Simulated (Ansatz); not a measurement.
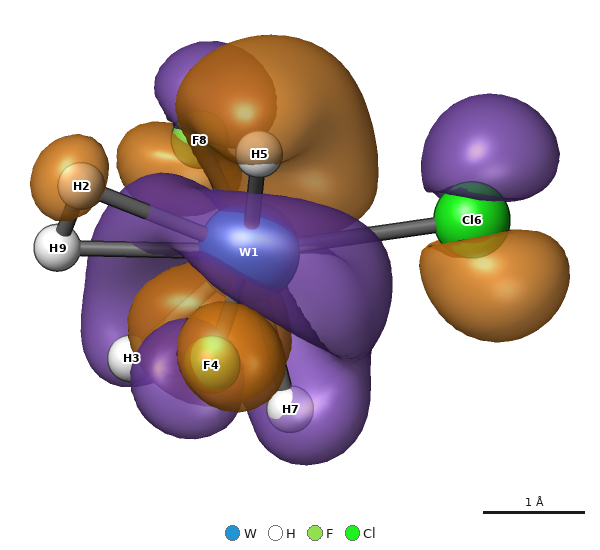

The picture shows: ClF2H5W. One frontier orbital at ±0.08 Å⁻³ᐟ² (orange and purple are the two phases), seen at a tilt.

Core potentials replace the inner electrons of W.

Theory: RKS PBE0/def2-SVP (Ansatz 0.2.0).

```xyz
9

W     0.1259   -0.5445    0.1044
H     0.2155    0.0533    1.9261
H     1.5837    0.3557    0.1978
F    -0.5071    1.2410    0.0256
H    -1.3745   -0.5109    0.9418
Cl   -0.7931   -1.9208   -1.4715
H     0.8172    0.1445   -1.2814
F     1.1238   -1.9197    0.8541
H     0.9594    0.3065    1.6100
```

Which orbital is it: HOMO or LUMO?

Answer. The LUMO, at −3.22 eV. It lies mainly on W1 (about 65 %), F8 (about 10 %) and Cl6 (about 10 %).
